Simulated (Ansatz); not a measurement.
## AlH2O2F3: molecular dynamics (part 4 of 4)

Continued. System: AlH2O2F3. Method: RKS r2SCAN/def2-SVP (Ansatz 0.2.0). It belongs to a series of runs on one base structure; here: dynamics from the highest image of the converged band.

Geometry of the input (Å):
```
Al -0.6846  0.0321  -0.2513
F  -0.5712  -1.6235  0.8085
F  -1.1903  -0.1715  -1.8150
F  -1.7052  0.8489  0.7677
H  0.3932  -1.3619  0.8036
O  1.1185  -0.3363  -0.1393
O  1.0248  1.1068  0.2450
H  1.6150  1.5054  -0.4193
```

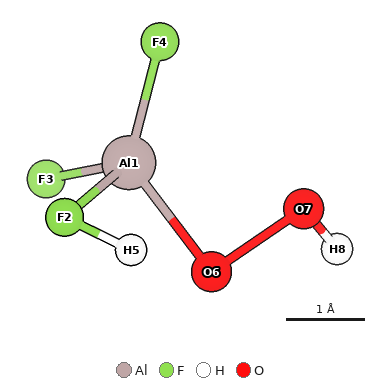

Fig. 1: The geometry at step 162 of the log (ball-and-stick view, seen at a tilt; atoms are numbered from 1 in the order of the input).

### Trajectory as extended XYZ, continued
```
8
Properties=species:S:1:pos:R:3:forces:R:3 step=121 time_fs=60.5 energy=-18859.40087 temperature=208.4
Al   -0.7072    0.0170   -0.2545    0.3160  -0.1549  -0.2955
F    -0.6086   -1.6699    0.6806    0.5354  -0.1242   0.0685
F    -1.2408   -0.3104   -1.7774   -0.1536   0.0427  -0.2771
F    -1.6203    0.9165    0.7664   -0.3358   0.2318   0.3037
H     0.3768   -1.4527    0.6983   -0.4746   0.0890   0.1981
O     1.0806   -0.2534   -0.1021   -0.0717   0.3890   0.0400
O     1.0895    1.1970    0.3122   -0.8183  -0.9326   0.6496
H     1.8668    1.4686   -0.1578    1.0025   0.4591  -0.6872
8
Properties=species:S:1:pos:R:3:forces:R:3 step=125 time_fs=62.5 energy=-18859.36627 temperature=164.2
Al   -0.7014    0.0132   -0.2543   -0.1957  -0.1949  -0.3819
F    -0.6082   -1.6687    0.6795    1.4707  -0.0449   0.1149
F    -1.2498   -0.3124   -1.7860    0.0082   0.1235   0.0763
F    -1.6221    0.9196    0.7677   -0.1652   0.0974   0.1251
H     0.4240   -1.4726    0.7073   -1.5161   0.1915   0.0477
O     1.0739   -0.2544   -0.0979    0.1847   0.4434   0.0826
O     1.0943    1.2025    0.3190    0.5830  -0.6106  -0.2344
H     1.8885    1.4751   -0.1874   -0.3694  -0.0053   0.1696
8
Properties=species:S:1:pos:R:3:forces:R:3 step=128 time_fs=64.0 energy=-18859.34710 temperature=140.1
Al   -0.6972    0.0102   -0.2545   -0.5294  -0.0573  -0.4981
F    -0.6060   -1.6678    0.6787    1.4183  -0.1410   0.1600
F    -1.2565   -0.3137   -1.7923    0.1108   0.1642   0.3240
F    -1.6237    0.9220    0.7689   -0.0377  -0.0303  -0.0106
H     0.4239   -1.4831    0.7156   -1.5154   0.2130   0.0208
O     1.0691   -0.2545   -0.0947    0.3405   0.5324   0.1067
O     1.0986    1.2056    0.3238    1.2512  -0.4452  -0.7320
H     1.8994    1.4812   -0.2078   -1.0383  -0.2357   0.6291
8
Properties=species:S:1:pos:R:3:forces:R:3 step=132 time_fs=66.0 energy=-18859.39894 temperature=205.4
Al   -0.6922    0.0062   -0.2554   -0.8837   0.3205  -0.7033
F    -0.6008   -1.6670    0.6780    0.2107  -0.4517   0.1864
F    -1.2653   -0.3152   -1.8002    0.2183   0.1902   0.6134
F    -1.6259    0.9252    0.7705    0.1188  -0.2213  -0.1810
H     0.3772   -1.4903    0.7279   -0.3349   0.1704   0.1422
O     1.0635   -0.2534   -0.0902    0.4979   0.7311   0.1132
O     1.1068    1.2087    0.3289    0.7067  -0.6464  -0.4906
H     1.8818    1.4822   -0.2155   -0.5339  -0.0928   0.3198
8
Properties=species:S:1:pos:R:3:forces:R:3 step=136 time_fs=68.0 energy=-18859.34221 temperature=133.6
Al   -0.6885    0.0026   -0.2573   -1.1649   0.6824  -0.8609
F    -0.5954   -1.6672    0.6777   -2.0072  -0.9181   0.0861
F    -1.2736   -0.3163   -1.8068    0.3008   0.2012   0.8286
F    -1.6279    0.9280    0.7717    0.2533  -0.3920  -0.3284
H     0.3217   -1.4903    0.7461    1.8812   0.3075   0.3818
O     1.0591   -0.2505   -0.0854    0.6135   0.8761   0.1123
O     1.1165    1.2102    0.3329   -0.7188  -1.1178   0.4566
H     1.8469    1.4808   -0.2134    0.8421   0.3605  -0.6761
8
Properties=species:S:1:pos:R:3:forces:R:3 step=140 time_fs=70.0 energy=-18859.36560 temperature=162.9
Al   -0.6865    0.0000   -0.2605   -1.4200   0.7159  -0.8293
F    -0.5936   -1.6691    0.6775   -1.5045  -0.8182   0.1115
F    -1.2814   -0.3170   -1.8117    0.3695   0.2210   0.9400
F    -1.6293    0.9300    0.7722    0.3621  -0.4908  -0.4437
H     0.3287   -1.4791    0.7778    1.3660   0.2615   0.2954
O     1.0561   -0.2456   -0.0803    0.7112   0.7949   0.1289
O     1.1249    1.2092    0.3378   -0.5011  -0.9406   0.3209
H     1.8387    1.4912   -0.2332    0.6167   0.2563  -0.5237
8
Properties=species:S:1:pos:R:3:forces:R:3 step=143 time_fs=71.5 energy=-18859.39621 temperature=201.8
Al   -0.6863   -0.0014   -0.2636   -1.5698   0.5486  -0.6885
F    -0.5943   -1.6716    0.6776    0.2287  -0.4020   0.3153
F    -1.2867   -0.3172   -1.8142    0.4087   0.2391   0.9560
F    -1.6299    0.9308    0.7720    0.4218  -0.5171  -0.5055
H     0.3694   -1.4640    0.8090   -0.3811   0.0999  -0.0841
O     1.0550   -0.2407   -0.0763    0.7545   0.5987   0.1633
O     1.1303    1.2069    0.3419    0.5312  -0.4032  -0.4743
H     1.8484    1.5056   -0.2614   -0.3939  -0.1640   0.3178
8
Properties=species:S:1:pos:R:3:forces:R:3 step=147 time_fs=73.5 energy=-18859.34048 temperature=131.7
Al   -0.6880   -0.0024   -0.2686   -1.6263   0.3312  -0.4725
F    -0.5946   -1.6757    0.6782    1.4033  -0.0105   0.5064
F    -1.2930   -0.3171   -1.8158    0.4283   0.2463   0.9079
F    -1.6300    0.9310    0.7709    0.4626  -0.5218  -0.5508
H     0.4087   -1.4406    0.8466   -1.5497   0.0090  -0.4992
O     1.0551   -0.2329   -0.0706    0.7173   0.3139   0.1948
O     1.1388    1.2030    0.3464    1.0434   0.0457  -0.8882
H     1.8472    1.5188   -0.2872   -0.8790  -0.4137   0.8016
8
Properties=species:S:1:pos:R:3:forces:R:3 step=151 time_fs=75.5 energy=-18859.38857 temperature=192.7
Al   -0.6921   -0.0030   -0.2743   -1.4571   0.2986  -0.3294
F    -0.5924   -1.6798    0.6799    1.2407   0.0969   0.4901
F    -1.2985   -0.3165   -1.8156    0.3976   0.2191   0.7957
F    -1.6291    0.9301    0.7686    0.4524  -0.5151  -0.5492
H     0.3927   -1.4170    0.8663   -1.3320  -0.0820  -0.5142
O     1.0569   -0.2243   -0.0645    0.5298   0.1137   0.1271
O     1.1494    1.1992    0.3490    0.1866  -0.0601  -0.0845
H     1.8167    1.5180   -0.2862   -0.0179  -0.0712   0.0643
8
Properties=species:S:1:pos:R:3:forces:R:3 step=155 time_fs=77.5 energy=-18859.42478 temperature=239.0
Al   -0.6981   -0.0032   -0.2805   -1.0820   0.4234  -0.2606
F    -0.5878   -1.6838    0.6825   -0.2516  -0.2121   0.1888
F    -1.3032   -0.3154   -1.8137    0.3182   0.1615   0.6197
F    -1.6273    0.9282    0.7653    0.3913  -0.4917  -0.4981
H     0.3298   -1.3960    0.8678    0.2525   0.0096  -0.0633
O     1.0600   -0.2155   -0.0581    0.2006  -0.0522  -0.0259
O     1.1605    1.1952    0.3515   -0.7975  -0.2448   0.9423
H     1.7862    1.5151   -0.2838    0.9686   0.4064  -0.9030
8
Properties=species:S:1:pos:R:3:forces:R:3 step=158 time_fs=79.0 energy=-18859.40020 temperature=208.0
Al   -0.7037   -0.0029   -0.2854   -0.7343   0.4781  -0.1850
F    -0.5846   -1.6870    0.6847   -1.7434  -0.6531  -0.1475
F    -1.3063   -0.3144   -1.8115    0.2389   0.1120   0.4394
F    -1.6255    0.9262    0.7621    0.3181  -0.4439  -0.4295
H     0.2857   -1.3799    0.8663    1.8153   0.3243   0.3700
O     1.0627   -0.2089   -0.0533   -0.0871  -0.2422  -0.1339
O     1.1678    1.1918    0.3546   -0.3559   0.2072   0.5631
H     1.7840    1.5213   -0.3012    0.5485   0.2177  -0.4765
8
Properties=species:S:1:pos:R:3:forces:R:3 step=162 time_fs=81.0 energy=-18859.40902 temperature=219.0
Al   -0.7120   -0.0020   -0.2921   -0.3144   0.2804   0.0633
F    -0.5832   -1.6924    0.6874   -1.2725  -0.3919  -0.1089
F    -1.3100   -0.3129   -1.8078    0.1308   0.0578   0.1349
F    -1.6224    0.9226    0.7571    0.2017  -0.3147  -0.3070
H     0.2848   -1.3482    0.8759    1.4185   0.1951   0.2535
O     1.0660   -0.2007   -0.0472   -0.4064  -0.5668  -0.2007
O     1.1770    1.1880    0.3597    0.7382   1.0666  -0.5379
H     1.7955    1.5348   -0.3355   -0.4959  -0.3265   0.7028
8
Properties=species:S:1:pos:R:3:forces:R:3 step=166 time_fs=83.0 energy=-18859.41567 temperature=227.6
Al   -0.7208   -0.0006   -0.2987    0.0253  -0.1580   0.4406
F    -0.5841   -1.6985    0.6900    0.6327   0.5433   0.2323
F    -1.3134   -0.3112   -1.8039    0.0294   0.0153  -0.2114
F    -1.6190    0.9184    0.7515    0.0722  -0.1260  -0.1576
H     0.3338   -1.3103    0.8936   -0.4346  -0.3381  -0.3684
O     1.0683   -0.1939   -0.0415   -0.6069  -0.8454  -0.1869
O     1.1878    1.1867    0.3637    0.8068   1.2793  -0.5549
H     1.7912    1.5374   -0.3465   -0.5248  -0.3705   0.8063
8
Properties=species:S:1:pos:R:3:forces:R:3 step=170 time_fs=85.0 energy=-18859.36882 temperature=167.6
Al   -0.7296    0.0005   -0.3046    0.3622  -0.5303   0.7580
F    -0.5840   -1.7036    0.6930    1.4089   1.0285   0.3069
F    -1.3168   -0.3096   -1.8003   -0.0728  -0.0339  -0.5449
F    -1.6154    0.9140    0.7455   -0.0742   0.0735   0.0142
H     0.3700   -1.2841    0.8984   -1.1695  -0.5044  -0.6603
O     1.0692   -0.1890   -0.0363   -0.7449  -0.9437  -0.1828
O     1.2003    1.1882    0.3666   -0.1589   0.7604   0.6285
H     1.7702    1.5276   -0.3306    0.4490   0.1498  -0.3195
8
Properties=species:S:1:pos:R:3:forces:R:3 step=174 time_fs=87.0 energy=-18859.36239 temperature=159.6
Al   -0.7378    0.0008   -0.3095    0.7383  -0.6622   0.8885
F    -0.5812   -1.7067    0.6965    1.2400   1.0283   0.1732
F    -1.3203   -0.3079   -1.7979   -0.1748  -0.0957  -0.8159
F    -1.6120    0.9097    0.7396   -0.2363   0.2488   0.2000
H     0.3642   -1.2767    0.8793   -0.9622  -0.4819  -0.5000
O     1.0683   -0.1864   -0.0316   -0.8761  -0.8393  -0.2558
O     1.2126    1.1917    0.3708   -0.6313   0.4030   1.1986
H     1.7648    1.5228   -0.3254    0.9025   0.3990  -0.8885
8
Properties=species:S:1:pos:R:3:forces:R:3 step=177 time_fs=88.5 energy=-18859.40523 temperature=213.6
Al   -0.7433    0.0005   -0.3124    1.0238  -0.6100   0.8599
F    -0.5774   -1.7076    0.6995    0.5229   0.6999  -0.0190
F    -1.3232   -0.3068   -1.7971   -0.2417  -0.1442  -0.9562
F    -1.6097    0.9068    0.7355   -0.3603   0.3562   0.3375
H     0.3357   -1.2831    0.8522   -0.2241  -0.3210  -0.1473
O     1.0663   -0.1858   -0.0284   -0.9656  -0.6622  -0.3466
O     1.2209    1.1950    0.3758    0.0150   0.6695   0.3205
H     1.7815    1.5282   -0.3414    0.2300   0.0119  -0.0489
8
Properties=species:S:1:pos:R:3:forces:R:3 step=181 time_fs=90.5 energy=-18859.36489 temperature=162.7
Al   -0.7494   -0.0007   -0.3152    1.3062  -0.4864   0.7358
F    -0.5717   -1.7078    0.7033   -1.0394  -0.0690  -0.2951
F    -1.3274   -0.3057   -1.7978   -0.2945  -0.1934  -1.0424
F    -1.6074    0.9036    0.7305   -0.5041   0.4721   0.4945
H     0.2956   -1.3007    0.8128    1.3437   0.1721   0.3604
O     1.0615   -0.1864   -0.0250   -1.0030  -0.3219  -0.4409
O     1.2321    1.2008    0.3829    0.7437   0.8482  -0.7555
H     1.8090    1.5344   -0.3611   -0.5526  -0.4218   0.9432
8
Properties=species:S:1:pos:R:3:forces:R:3 step=185 time_fs=92.5 energy=-18859.37231 temperature=172.1
Al   -0.7536   -0.0026   -0.3169    1.3473  -0.5450   0.6496
F    -0.5679   -1.7080    0.7065   -1.2627  -0.1924  -0.3474
F    -1.3323   -0.3048   -1.8006   -0.2802  -0.2008  -1.0135
F    -1.6060    0.9013    0.7266   -0.5907   0.5710   0.5947
H     0.3026   -1.3130    0.7858    1.5401   0.2712   0.4539
O     1.0544   -0.1877   -0.0226   -0.8722   0.0441  -0.4564
O     1.2449    1.2086    0.3884    0.3821   0.3253  -0.4371
H     1.8187    1.5262   -0.3491   -0.2637  -0.2733   0.5563
8
Properties=species:S:1:pos:R:3:forces:R:3 step=189 time_fs=94.5 energy=-18859.41419 temperature=225.5
Al   -0.7559   -0.0053   -0.3176    1.1382  -0.8102   0.6292
F    -0.5664   -1.7084    0.7091    0.2449   0.4559  -0.2831
F    -1.3377   -0.3044   -1.8054   -0.2003  -0.1645  -0.8784
F    -1.6058    0.9002    0.7238   -0.6067   0.6425   0.6229
H     0.3627   -1.3164    0.7751   -0.0278  -0.0916   0.2236
O     1.0451   -0.1889   -0.0212   -0.5979   0.3366  -0.3912
O     1.2585    1.2170    0.3931   -0.6976  -0.5840   0.8156
H     1.8208    1.5088   -0.3189    0.7471   0.2154  -0.7385
8
Properties=species:S:1:pos:R:3:forces:R:3 step=192 time_fs=96.0 energy=-18859.39806 temperature=205.4
Al   -0.7565   -0.0081   -0.3176    0.8951  -0.9874   0.5936
F    -0.5651   -1.7082    0.7106    1.0718   0.7566  -0.2691
F    -1.3420   -0.3044   -1.8102   -0.1162  -0.1244  -0.7151
F    -1.6065    0.9002    0.7226   -0.5806   0.6556   0.5982
H     0.4112   -1.3202    0.7734   -0.9161  -0.1522   0.0566
O     1.0372   -0.1893   -0.0209   -0.3705   0.4776  -0.3020
O     1.2678    1.2226    0.3976   -0.8358  -0.8682   0.8964
H     1.8379    1.4995   -0.3106    0.8524   0.2423  -0.8586
8
Properties=species:S:1:pos:R:3:forces:R:3 step=196 time_fs=98.0 energy=-18859.39260 temperature=198.2
Al   -0.7563   -0.0130   -0.3169    0.5339  -1.0157   0.4482
F    -0.5615   -1.7066    0.7122    1.3988   0.7925  -0.2627
F    -1.3479   -0.3045   -1.8178    0.0040  -0.0755  -0.4325
F    -1.6084    0.9014    0.7220   -0.5071   0.5974   0.5113
H     0.4446   -1.3300    0.7727   -1.3262  -0.0769  -0.0441
O     1.0259   -0.1888   -0.0210   -0.0917   0.6283  -0.1784
O     1.2787    1.2283    0.4052    0.1665  -0.6516  -0.4431
H     1.8845    1.4933   -0.3225   -0.1781  -0.1985   0.4012
8
Properties=species:S:1:pos:R:3:forces:R:3 step=200 time_fs=100.0 energy=-18859.41462 temperature=226.8
Al   -0.7553   -0.0194   -0.3155    0.1511  -0.7516   0.1808
F    -0.5552   -1.7035    0.7133    0.9877   0.5210  -0.2455
F    -1.3539   -0.3047   -1.8263    0.1187  -0.0456  -0.1051
F    -1.6114    0.9038    0.7224   -0.3966   0.4529   0.3742
H     0.4295   -1.3428    0.7709   -0.9722  -0.0248   0.0380
O     1.0145   -0.1868   -0.0216    0.1668   0.8485  -0.1014
O     1.2900    1.2324    0.4119    0.6645  -0.6501  -1.1394
H     1.9261    1.4805   -0.3216   -0.7201  -0.3504   0.9984
```
